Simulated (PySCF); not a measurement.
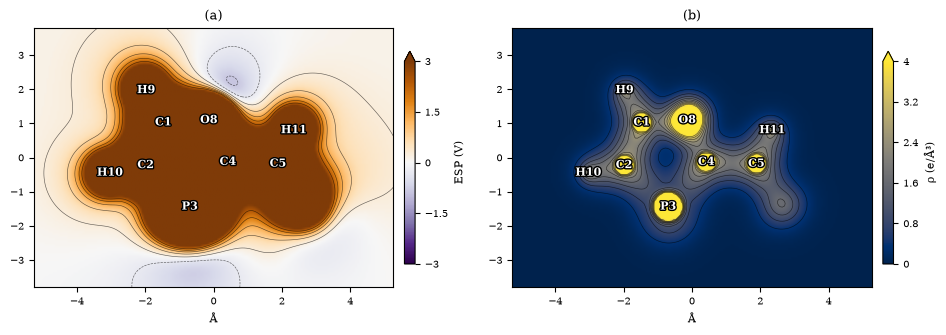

Figure 1: C6H7OP (SMILES c1cpc(C2CC2)o1). (a) molecular electrostatic potential; (b) electron density on the plane of atoms O8, C1 and H9.

Geometry: GFN2-xTB.

Level of theory: PySCF, B3LYP/def2-SVPD, SCF density, gas phase.

The calculation's input:

```
{"job": {"kind": "uv", "xc": "B3LYP", "basis": "def2-SVPD", "nstates": 8, "ntriplets": 3}, "charge": 0, "multiplicity": 1}
C      2.565560    -0.682809     0.040003
C      2.639516     0.573108     0.539015
P      1.036793     1.314270     0.620239
C      0.415731    -0.155084    -0.033326
C     -0.975503    -0.503324    -0.340385
C     -2.073539    -0.006077     0.564498
C     -1.923364     0.573050    -0.800298
O      1.337695    -1.100619    -0.282273
H      3.356175    -1.391325    -0.132906
H      3.551390     1.051462     0.844008
H     -1.080938    -1.492180    -0.770341
H     -2.905138    -0.664628     0.763599
H     -1.773900     0.599960     1.406906
H     -2.650704     0.318978    -1.556298
H     -1.524187     1.573205    -0.884355
```

Command:

```sh
OMP_NUM_THREADS=1 python probes_run.py task.json out
```

Q: Interpret the plot.

A:
- The section cuts through C, P, O and H sites.
- C–O (1.34 Å): the density is about 2.5 e/Å³ at the midpoint.
- C–C (1.35 Å): the density is about 2.2 e/Å³ at the midpoint.
- C–P (1.72 Å): ρ is about 1.3 e/Å³ halfway.
- C–H (1.07 Å): ρ is about 2 e/Å³ halfway.
- C–C (1.47 Å): ρ at the midpoint is about 1.8 e/Å³.
- Outside the dense part of the molecule the potential is most negative (−0.9 V) near O8.
